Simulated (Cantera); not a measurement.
Charge: 1 mol Cr, 1.9 mol H2O, 35 mol N2, 4.6 mol O2, at 10.0 mbar.

Method: chemical equilibrium by Gibbs-energy minimisation in Cantera with the NASA 1993 tables (ideal gas, pure condensed phases). Candidate condensed phases: Cr, CrN, Cr2N, Cr2O3, H2O; 29 gas species. Rates play no part.

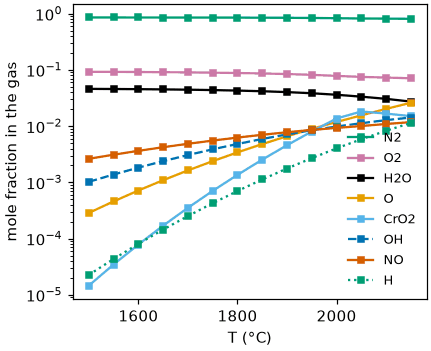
*Equilibrium gas composition (values under 1e-9 drawn at 1e-9)*

Question: Read off the mole fractions at 1650 °C.

Answer: N2 about 0.86, O2 about 0.091, H2O about 0.045, NO about 0.0042, OH about 0.0024, O about 0.0011, CrO2 about 0.00017, H about 0.00014.
